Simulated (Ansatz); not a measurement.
**Cu2H3: single-point calculation**

System: Cu2H3, multiplicity 4.
Method: UHF-MP2, frozen core with 3s3p of Cu, Zn/def2-TZVP (Ansatz 0.2.0).

The geometry comes from this level: PBE-D4/def2-TZVP.

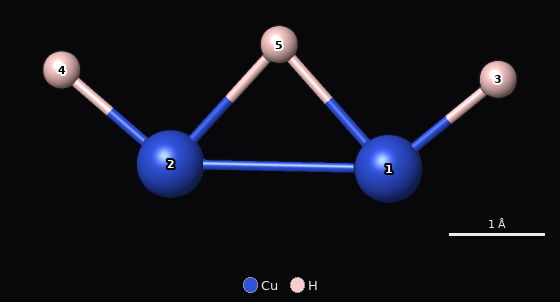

Fig. 1: The structure (ball-and-stick view, seen at a tilt; atoms are numbered from 1 in the order of the input). Sticks mark near contacts. Bond lengths as drawn: Cu–Cu 2.36 Å and Cu–H 1.53 to 1.75 Å.

**The input**
```yaml
crystal:
  periodic: [false, false, false]
  atoms:
    - {symbol: Cu, position_ang: [-0.380115, 0.857134, 0.965436]}
    - {symbol: Cu, position_ang: [0.425460, 0.409411, -1.209381]}
    - {symbol: H, position_ang: [-0.828605, 0.130626, 2.234037]}
    - {symbol: H, position_ang: [0.784182, -0.765679, -2.119759]}
    - {symbol: H, position_ang: [-0.000922, -0.631491, 0.129659]}
basis:
  gaussian: {orbitals: def2-TZVP, initial_orbitals: start.molden}
magnetization: {spin_polarized: true, initial_magnetization: 3}
correlation: {method: mp2, frozen_orbitals: {Cu: 9, H: 0}}
scf: {omitted_lower_state_checks: [starts]}
output: {orbitals: {seedname: orbitals}}
```

Run on 4 threads of Arm Neoverse V2, 23 GiB of memory available, shared host.

Run as:
```bash
ansatz run in.yaml --threads 4 --pin off --events-out ev --progress --plain --max-ram 3916MiB
```

**Output**
```
Functional definition: HF
  name "HF"
  cite "Fock, Z. Phys. 61, 126 (1930) doi:10.1007/BF01340294"
  parent pbe
  exchange = exact_x
  correlation = 0
these checks for a lower state are left out or cut short: starts
1090 factors; integrals over basis functions are off by at most 9.9e-4 eV
mean field evaluation 1: about -89236.2921 eV, gradient 2.1e1 eV
mean field evaluation 2: about -89238.6264 eV, gradient 3.9e0 eV
mean field evaluation 4: about -89239.2014 eV, gradient 9.3e-1 eV
mean field evaluation 8: about -89239.2293 eV, gradient 5.7e-3 eV
mean field -89239.22930291 eV, -3279.4811883598 hartree, gradient 2.3e-6 eV, S^2 3.782999; 0 other end points of the search recorded, 0 dependent functions left out
18 core orbitals not correlated: weight in the atoms' cores, before any rotation towards them, 1.000 or more for the frozen orbitals, at most 0.000 for the correlated occupied ones
reference -89239.22930291 eV, -3279.4811883598 hartree; 14, 11 occupied and 76, 79 virtual orbitals, 1090 factors
second order -19.84895631 eV of doubles, -0.00000000 eV of singles
Total energy: -89259.07825922 eV, -3280.2106240500 hartree
Checks for a lower state left out: starts
```

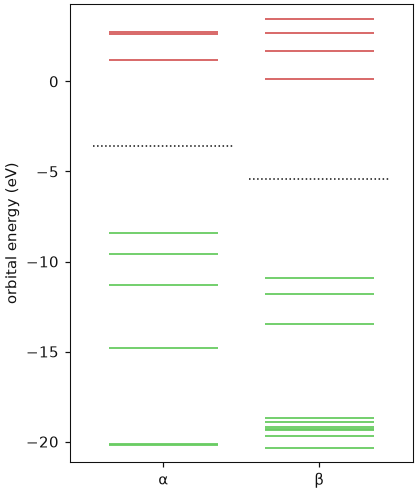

Fig. 2: Orbital energies near the frontier for α and β spins; the dotted line parts filled from empty levels, and levels within 0.02 eV of each other stand side by side. α: highest filled −8.40 eV, lowest empty 1.21 eV, 9.61 eV apart; β: highest filled −10.94 eV, lowest empty 0.14 eV, 11.08 eV apart.

**Key numbers**

| quantity | value |
| --- | --- |
| outcome | converged |
| total energy | −89259.0783 eV |
| mean-field energy | −89239.2293 eV |
| ⟨S²⟩ | 3.783 |
| SCF solution under orbital rotations | stable |
| HOMO (either spin) | −8.40 eV |
| LUMO (either spin) | 0.14 eV |
| wall time | 1.3 s (CPU time 4.7 s) |
| peak memory | 0.26 GiB |
